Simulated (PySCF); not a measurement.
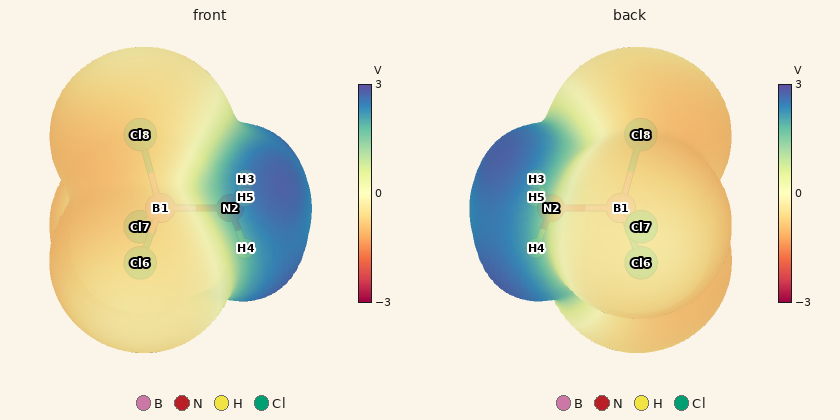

*BCl₃H₃N (SMILES N->B(Cl)(Cl)Cl). The molecular electrostatic potential painted on the density surface at 0.001 e/bohr³, seen from the front and from behind; the colour scale runs from red (negative) to blue (positive).*

Geometry: PBE0-D3(BJ)/def2-SVP.

The calculation used wB97X-D/def2-SVPD, SCF density, gas phase (PySCF 2.14.0).

```yaml
atoms:
  - { symbol: B, position_ang: [-0.0101, -0.0059, -0.7762] }
  - { symbol: N, position_ang: [0.0480, -0.0136, 0.8420] }
  - { symbol: H, position_ang: [-0.8998, 0.0246, 1.2257] }
  - { symbol: H, position_ang: [0.5785, 0.7936, 1.1794] }
  - { symbol: H, position_ang: [0.5030, -0.8701, 1.1682] }
  - { symbol: Cl, position_ang: [1.7398, -0.0283, -1.3046] }
  - { symbol: Cl, position_ang: [-0.8901, 1.5383, -1.2047] }
  - { symbol: Cl, position_ang: [-0.9311, -1.5243, -1.2135] }
```

### Describe the electrostatic potential map.

The most negative region (about −1.0 V) lies over Cl6, Cl7 and Cl8, the most positive (about +2.8 V) over H3, H4 and H5.

### How polar is the molecule by this calculation?

Its dipole moment is 6.18 D.
